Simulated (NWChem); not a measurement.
# One shape, several levels: RbBr (SMILES [Br][Rb])

Aim: a comparison of 6 runs (B3LYP/def2-TZVP, CAM-B3LYP/def2-TZVP, BLYP/def2-TZVP, PBE/def2-TZVP, SVWN5/def2-TZVP, revPBE/def2-TZVP) of RbBr. 

Program for the calculation: NWChem 7.3.0.

**1. The molecule**

RbBr: 2 atoms, total charge 0, spin state singlet. SMILES: `[Br][Rb]`. The Br1–Rb2 distance was set to 3.386 Å, away from the relaxed value.

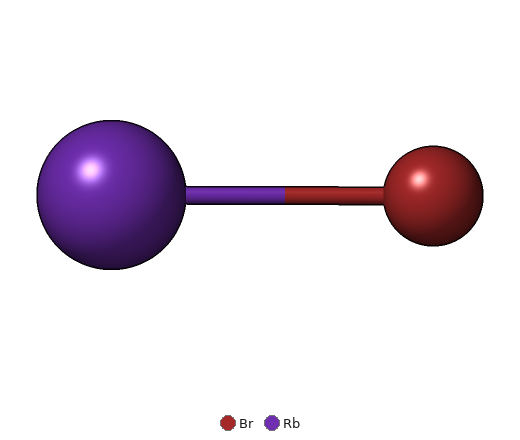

The structure, seen from a chosen angle (bromine red, rubidium purple).

**2. A single-point energy at B3LYP/def2-TZVP (core potential) (run 1)**

test.xyz

```xyz
2
RbBr
Br     0.000000     0.000000    -0.441756
Rb     0.000000     0.000000     2.944744
```

test.nw

```
start test
title "RbBr"
memory total 2200 mb
charge 0

geometry noautosym nocenter noautoz
 load test.xyz
end

basis spherical bse
 * library def2-TZVP
end

ecp bse
 Rb library def2-TZVP
end

dft
 xc b3lyp
 grid xfine
 convergence energy 1e-08
 maxiter 100
 mulliken
 print low
end

task dft energy
```

On the command line:

```sh
$ nwchem test.nw > test.out
```

The program printed:

```text
[...]
 d= 0,ls=0.0,diis     1  -2598.3290867502 -2.65D+03  1.72D-02  6.02D-01     2.3
[...]
 d= 0,ls=0.0,diis     8  -2598.3710503787 -3.08D-09  5.04D-06  1.79D-07    12.9
         Total DFT energy =    -2598.371050378730
      One electron energy =    -3724.829724233169
           Coulomb energy =     1172.391278887697
    Exchange-Corr. energy =      -95.154761665446
 Nuclear repulsion energy =       49.222156632188
[...]
      Total Density - Mulliken Population Analysis
     ---------------------------------------------
    Atom       Charge   Shell Charges
 -----------   ------   -------------------------------------------------------
    1 Br  35    35.73   2.00  2.01  1.16  0.78  1.03  0.99  6.00  5.92  1.38  2.56  1.90  8.95  1.02  0.03  0.01  0.00
    2 Rb   9     8.27   0.03 -0.30  1.50  0.77  0.12 -0.02  4.84  1.13  0.08  0.01  0.02  0.07  0.01
[...]
```

Wall time 14 s (1 thread of Intel Xeon Platinum 8488C (Sapphire Rapids), shared host); peak memory 0.12 GiB.

**3. The energy at CAM-B3LYP/def2-TZVP (core potential) (run 2)**

brrb.nw

```
start brrb
memory total 2200 mb

geometry units angstroms noautosym nocenter noautoz
   Br     0.000000     0.000000    -0.441756
   Rb     0.000000     0.000000     2.944744
end

basis spherical bse
   * library def2-TZVP
end

ecp bse
   Rb library def2-TZVP
end

dft
   xc xcamb88 1.00 lyp 0.81 vwn_5 0.19 hfexch 1.00
   cam 0.33 cam_alpha 0.19 cam_beta 0.46
   grid xfine
   convergence energy 1e-08
   direct
   iterations 100
   mulliken
   print low
end

task dft
```

On the command line:

```sh
$ nwchem brrb.nw > brrb.out
```

The program printed:

```text
[...]
 d= 0,ls=0.0,diis     1  -2598.3922626742 -2.65D+03  1.01D-02  5.93D-01     3.5
[...]
 d= 0,ls=0.0,diis     8  -2598.4323670912 -1.52D-09  5.01D-07  4.23D-10    24.2
         Total DFT energy =    -2598.432367091237
      One electron energy =    -3724.928709059952
           Coulomb energy =     1172.489328350008
    Exchange-Corr. energy =      -95.215143013481
 Nuclear repulsion energy =       49.222156632188
[...]
      Total Density - Mulliken Population Analysis
     ---------------------------------------------
    Atom       Charge   Shell Charges
 -----------   ------   -------------------------------------------------------
    1 Br  35    35.75   2.00  2.01  1.15  0.79  1.01  1.00  6.00  5.92  1.40  2.56  1.91  8.94  1.02  0.03  0.01  0.00
    2 Rb   9     8.25   0.03 -0.30  1.48  0.78  0.10 -0.02  4.84  1.14  0.09  0.01  0.02  0.07  0.01
[...]
```

It took 25 s on 1 thread of Intel Xeon Platinum 8488C (Sapphire Rapids), shared host; peak memory 0.13 GiB.

Runs 3 to 5 aren't shown in full; the table further down has their settings and results.

**4. A single-point energy at revPBE/def2-TZVP (core potential) (run 6)**

struct.xyz

```xyz
2

Br     0.000000     0.000000    -0.441756
Rb     0.000000     0.000000     2.944744
```

struct.nw

```
start struct
memory stack 880 mb heap 220 mb global 1100 mb
charge 0

geometry noautosym nocenter noautoz
  load format xyz struct.xyz
end

basis spherical bse
  * library def2-TZVP
end

ecp bse
  Rb library def2-TZVP
end

dft
  xc revpbe cpbe96
  grid xfine
  convergence energy 1e-08
  maxiter 100
  mulliken
  noprint "final vectors analysis"
end

task dft energy
```

On the command line:

```sh
$ nwchem struct.nw > struct.out
```

The program printed:

```text
[...]
          Wavefunction type:  closed shell.
          No. of atoms     :     2
          No. of electrons :    44
[...]
          Charge           :     0
          Spin multiplicity:     1
[...]
          AO basis - number of functions:    81
[...]
              XC Information
              --------------
                        RevPBE Exchange Functional  1.000
            Perdew 1991 LDA Correlation Functional  1.000 local
           PerdewBurkeErnz. Correlation Functional  1.000 non-local
[...]
 d= 0,ls=0.0,diis     1  -2598.0853963494 -2.65D+03  4.08D-02  7.50D-01     2.7
[...]
 d= 0,ls=0.5,diis    61  -2598.1304982317 -7.93D-09  1.52D-06  9.09D-09    95.9
         Total DFT energy =    -2598.130498237825
      One electron energy =    -3724.432478193297
           Coulomb energy =     1171.981266253503
    Exchange-Corr. energy =      -94.901442930219
 Nuclear repulsion energy =       49.222156632188
[...]
      Total Density - Mulliken Population Analysis
     ---------------------------------------------
    Atom       Charge   Shell Charges
 -----------   ------   -------------------------------------------------------
    1 Br  35    35.71   2.00  2.01  1.15  0.79  1.03  1.00  6.00  5.92  1.35  2.63  1.83  8.94  1.01  0.04  0.01  0.00
    2 Rb   9     8.29   0.03 -0.30  1.51  0.76  0.14 -0.02  4.86  1.11  0.08  0.02  0.02  0.07  0.02
[...]
```

It took 98 s on 1 thread of Intel Xeon Platinum 8488C (Sapphire Rapids), shared host; peak memory 0.12 GiB.

**5. Overview of the runs**

```tsv
run	level	energy (Eh)	wall time
1	B3LYP/def2-TZVP (core potential)	-2598.371050	14 s
2	CAM-B3LYP/def2-TZVP (core potential)	-2598.432367	25 s
3	BLYP/def2-TZVP (core potential)	-2598.320733	96 s
4	PBE/def2-TZVP (core potential)	-2597.936320	76 s
5	SVWN5/def2-TZVP (core potential)	-2594.682808	47 s
6	revPBE/def2-TZVP (core potential)	-2598.130498	98 s
```

**6. What came out**

| quantity | value |
| --- | --- |
| run 6: total energy | -2598.13050 Eh |
| run 6: dipole moment | 12.64 D |

Over runs 3, 4, 5, 6 the dipole moment (its size) runs from 12.51 D (BLYP/def2-TZVP) to 12.64 D (revPBE/def2-TZVP). Over runs 3, 4, 5 the HOMO–LUMO gap runs from 1.76 eV (BLYP/def2-TZVP) to 2.13 eV (SVWN5/def2-TZVP). Totals of different functionals can't be ranked against each other. All runs together took 5.9 min, the longest 98 s.
